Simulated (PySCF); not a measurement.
# USVWN5/def2-TZVPPD run of AlO (oxoaluminum)

What is the vertical ionisation energy of AlO (oxoaluminum) at USVWN5/def2-TZVPPD? Input form: a Python script.

Program for the calculation: PySCF 2.14.0.

2 further runs of the same task are left out: 2 set aside as unsound or not needed.

### Step 1. Starting point

The species is AlO (2 atoms), meant as a doublet with charge 0. SMILES: `[O]=[Al]`. The shape is that of a PBE0-D4/def2-TZVP optimisation.

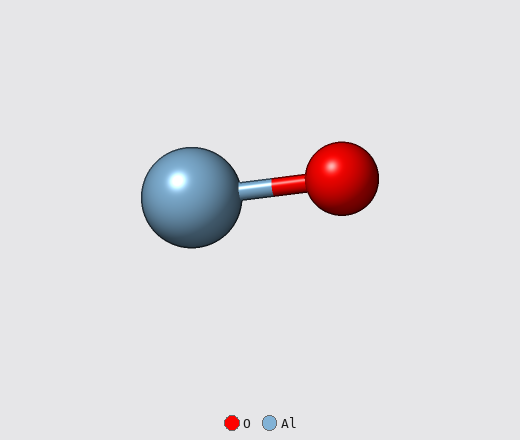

Viewed from a chosen angle; oxygen red, aluminium light blue.

### Step 2. A single-point energy at USVWN5/def2-TZVPPD

run.py

```python
from pyscf import gto, dft

mol = gto.M(
    atom='''
O        0.000000       0.000000      -0.024920
Al       0.000000       0.000000       1.594970
''',
    max_memory=1860,
    spin=1,
    verbose=3,
    basis='def2-tzvppd',
    charge=0,
)

ks = dft.UKS(mol)
ks.xc = 'svwn'
ks.conv_tol = 1e-10
ks.grids.level = 5
ks.kernel()
if not ks.converged:
    ks = ks.newton().run(ks.mo_coeff, ks.mo_occ)

energy = ks.e_tot
print('E(%s) = %.9f' % ('SVWN5', energy))
```

Started as:

```console
$ OMP_NUM_THREADS=1 python run.py
```

Output:

```text
converged SCF energy = -316.081943964649  <S^2> = 0.75230625  2S+1 = 2.0023049
E(SVWN5) = -316.081943965
```

Wall time 6.6 s (1 thread of Arm Neoverse V2, shared host); peak memory 0.27 GiB.

### Step 3. The singlet cation, same level

calc.py

```python
from pyscf import gto, dft

mol = gto.Mole()
mol.atom = '''
O      0.000000     0.000000    -0.047092
Al     0.000000     0.000000     3.014056
'''
mol.spin = 0
mol.basis = 'def2-tzvppd'
mol.unit = 'bohr'
mol.charge = 1
mol.max_memory = 1860
mol.verbose = 3
mol.build()

mf = dft.RKS(mol)
mf.xc = 'svwn'
mf.grids.level = 5
mf.conv_tol = 1e-10
mf.kernel()
if not mf.converged:
    mf = mf.newton().run(mf.mo_coeff, mf.mo_occ)

etot = mf.e_tot
print('Final energy', etot)
```

Started as:

```console
$ OMP_NUM_THREADS=1 python calc.py
```

Output:

```text
converged SCF energy = -315.705077585942
Final energy -315.7050775859419
```

Run time: 4.2 s. Hardware: 1 thread of Arm Neoverse V2, shared host; peak memory 0.27 GiB.

### Step 4. What came out

Level: USVWN5/def2-TZVPPD.

```
                                          quantity          value
                         doublet AlO: total energy  -316.08194 Eh
                        doublet AlO: dipole moment         4.29 D
   doublet AlO: HOMO energy (highest over α and β)       -6.64 eV
    doublet AlO: LUMO energy (lowest over α and β)       -5.60 eV
                                 doublet AlO: ⟨S²⟩          0.752
                      singlet cation: total energy  -315.70508 Eh
                       singlet cation: HOMO energy      -14.18 eV
                       singlet cation: LUMO energy      -13.89 eV
                     singlet cation: HOMO–LUMO gap        0.29 eV
vertical ionisation energy (to the singlet cation)      10.255 eV
```

Removing an electron at fixed nuclei costs 10.26 eV (236 kcal/mol). Only the singlet of the ionised species was computed; a triplet could lie lower.
